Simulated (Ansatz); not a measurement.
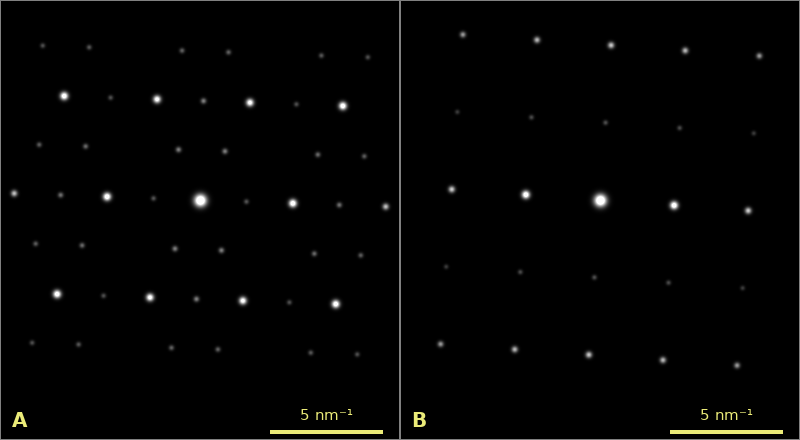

Kinematic electron diffraction patterns (300 kV, B = 0.5 Å², same scale, each along a low-index zone) of two structures of composition SiSe3, each relaxed at zero pressure with Ansatz, DFT r2SCAN, scalar-relativistic, plane waves, PAW.

The structures (standard cells):
1. P6_3/mmc (No. 194), a = 5.729 Å, c = 5.982 Å (hexagonal axes), 8 atoms; generated start, possibly hypothetical
2. P6_3/mmc (No. 194), a = 5.522 Å, c = 7.684 Å (hexagonal axes), 8 atoms; generated start, possibly hypothetical

Which pattern belongs to which structure, and along which zone?

Answer. A is structure 2 along [101] or an equivalent direction: centred rectangular net of 0 1 0 (weak) at d = 4.78 Å and 1 0 -1 at d = 4.06 Å, 64.9° apart (some points of this net are extinct or too weak to see). B is structure 1 along [210] or an equivalent direction: rectangular net of 0 0 2 at d = 2.99 Å and 1 -2 0 (weak) at d = 2.86 Å, 90.0° apart (some points of this net are extinct or too weak to see).

Rank the structures by their computed energy.

Answer. Structure 2 (P6_3/mmc, 25.36 Å³ an atom) is the lowest of these; structure 1 (P6_3/mmc, 21.26 Å³ an atom) lies about 37 meV an atom higher. These are static energies at 0 K; other structures, not shown, may lie lower still.
